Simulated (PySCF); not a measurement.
Input file:

```
{"job": {"kind": "epr", "basis": "pcH-1"}, "charge": 0, "multiplicity": 2}
C      1.243365    -0.330103     0.022396
Si    -0.464373     0.137753    -0.688583
O     -1.661800    -0.636065     0.144236
O     -0.802064     1.711298    -0.469929
H      1.530717    -1.341363    -0.247096
H      1.226536    -0.261453     1.109781
H      2.009093     0.343955    -0.344467
H     -1.676718    -1.585265     0.207465
H     -1.391194     1.967238     0.241017
```

Command:

```sh
OMP_NUM_THREADS=1 python probes_run.py task.json out
```

Geometry: GFN2-xTB.

The calculation used UKS B3LYP, pcH-1 on C H O Si, non-relativistic, mean-field spin-orbit, GIAO in PySCF 2.14.0, density-fitted response routines.

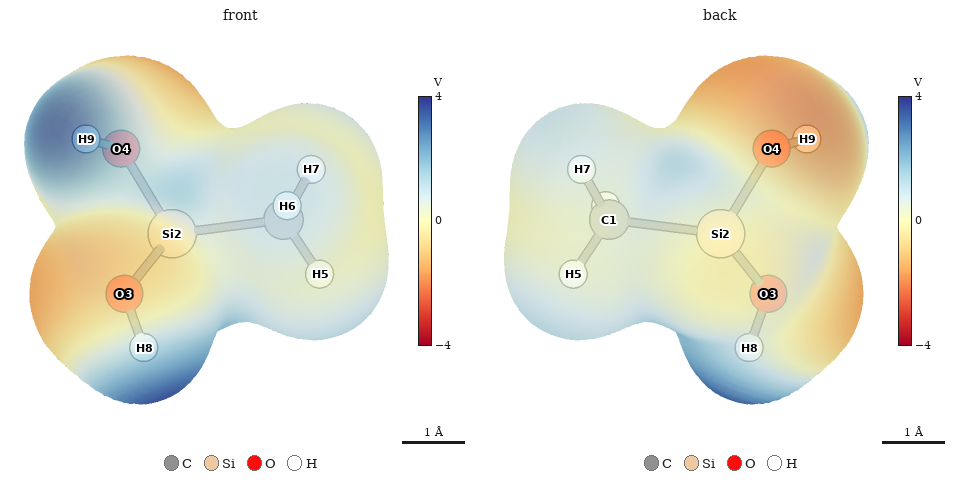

CH5O2Si (doublet). The electrostatic potential painted on the density surface at 0.004 e/bohr³, seen from the front and from behind; the colour scale runs from red (negative) to blue (positive).

Q: Which sites attract a positive test charge, and which a negative one?

A: A positive charge is drawn to the negative regions and a negative charge to the positive ones. The most negative region (about −1.8 V) lies over O4, the most positive (about +3.4 V) over H8. O4 is the likeliest acceptor of a hydrogen bond.
